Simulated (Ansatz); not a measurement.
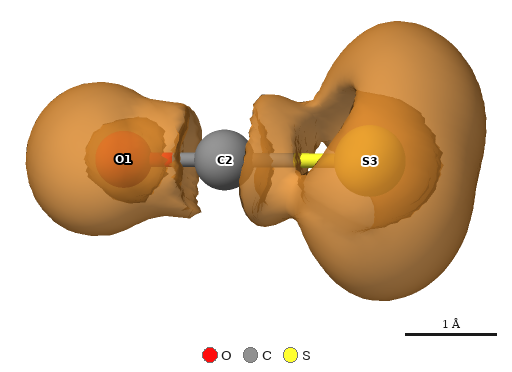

Figure 1: COS (SMILES O=C=[S+]) (charge +1, doublet). Isosurface of the electron localisation function at 0.75 (orange), seen from one side. Core shells and regions of very low density are left out.

Geometry: PBE0-D4/def2-TZVP.

Computed with Ansatz 0.2.0, UKS PBE0-D4/def2-TZVPP.

### What do the ELF domains correspond to?

The ELF exceeds this value in one region on O in which the atom's valence shell and bonds are merged and one region on S in which the atom's valence shell and bonds are merged. Along the contacts the grid gives the following. C–O (1.13 Å): the ELF peaks at about 0.85 between the atoms; a multiple bond. C–S (1.62 Å): the ELF peaks at about 0.90 between the atoms: localised, covalent bonding.
